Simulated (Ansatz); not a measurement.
Pulling on the I1–I2 bond in I2 (multiplicity 1 held). Energies count from the point at 2.695 Å.


R- and RO- levels are restricted; in cc, def2 and unpolarised 6-31G sets they are followed outwards from rest. Unrestricted levels (U-) break spin symmetry where that is lower. Active spaces are followed from rest. Levels need not reach the same state.

Correlated levels freeze the cores. Filled d and f shells under p-block atoms count as core.

Run with Ansatz (Gaussian basis) for Hartree–Fock, density functionals and correlated methods. Values without a source in brackets are computed. In def2 rows elements past Kr take small-core potentials, without spin–orbit coupling.

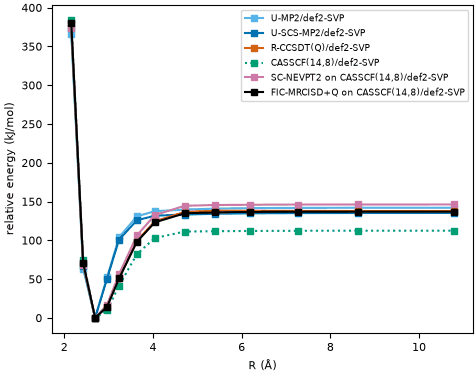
Relative energy along the coordinate

Doubts at one or more of the structures used: a spin-contaminated determinant (U-MP2/def2-SVP, U-SCS-MP2/def2-SVP); a restricted determinant that unrestricted orbitals would lower (R-CCSDT(Q)/def2-SVP); other coupled-cluster roots lie near (R-CCSDT(Q)/def2-SVP).

Ansatz is a program for electronic structure.
